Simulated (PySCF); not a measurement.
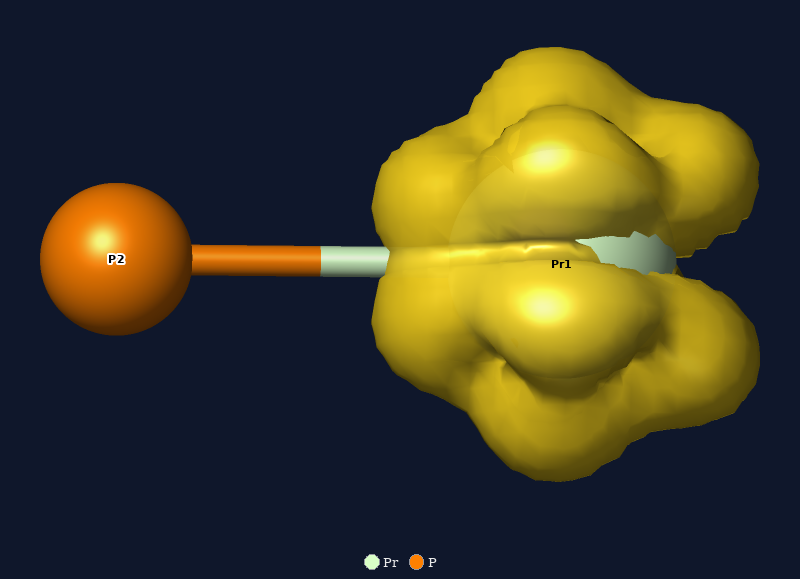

Figure. PrP (triplet). Isosurfaces of the spin density (α minus β) at +0.08 (yellow) and −0.08 e/Å³ (cyan), seen from one side.

Level of theory: PBE0/x2c-SVPall, spin-free X2C-1e, Gaussian nucleus, at a bond length of 2.327 Å in PySCF 2.14.0.

> Where is the unpaired spin?

The unpaired spin (2 electrons) lies mostly on Pr1 (about 2.1), in electrons by Hirshfeld's partition, with opposite, polarisation-induced spin on P2. Only one sign reaches the isovalue.
